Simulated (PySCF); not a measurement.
C₄H₉O₂PSi

```xyz
17

O     2.8870   -0.3461    0.3668
C     2.2119   -1.1637   -0.1899
O     1.0858   -0.9467   -0.8011
Si    0.3259    0.5637   -0.8874
P     1.4882    1.9232    0.4353
C    -1.3942    0.2623   -0.1761
C    -1.5368   -0.2462    1.2345
C    -1.8914   -1.1317    0.0890
H     2.4977   -2.2304   -0.2445
H     0.2876    0.7126   -2.3470
H     0.7978    3.0777    0.0649
H     2.5165    2.1713   -0.4566
H    -2.1466    0.9732   -0.4923
H    -2.3321    0.1555    1.8447
H    -0.6362   -0.4653    1.7905
H    -1.2338   -1.9548   -0.1444
H    -2.9342   -1.3428   -0.0962
```

Geometry: GFN2-xTB.

Level of theory: B3LYP/def2-SVPD, SCF density, gas phase (PySCF 2.14.0).

### What can the converged electron density and electron localisation function tell about the bonding?

C–O (1.20 Å): ρ at the midpoint is about 3.4 e/Å³; the ELF peaks at about 0.85 between the atoms: a short, multiple covalent bond.
C–C (1.49 Å): ρ is about 1.6 e/Å³ halfway; the ELF peaks at about 0.90 between the atoms: a shared electron pair.
C–H (1.08 Å): the density is about 2 e/Å³ at the midpoint; the ELF climbs to about 1 towards the hydrogen, as it does in any bond to H: a covalent bond by its length.

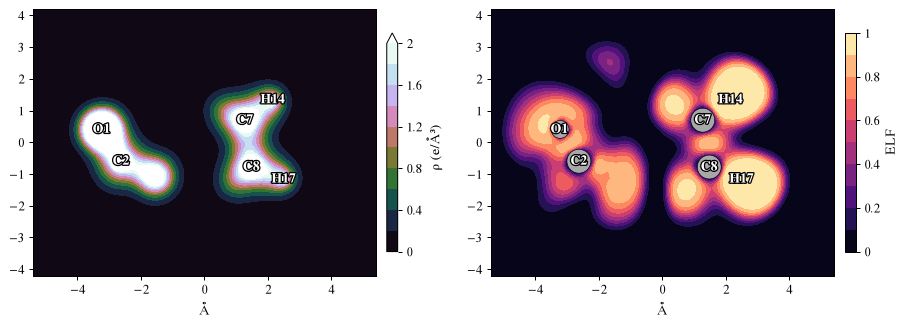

Computed electron density and electron localisation function on the plane of atoms C8, C7 and H14, in this order. Grey discs cover the atomic cores in the ELF map. 
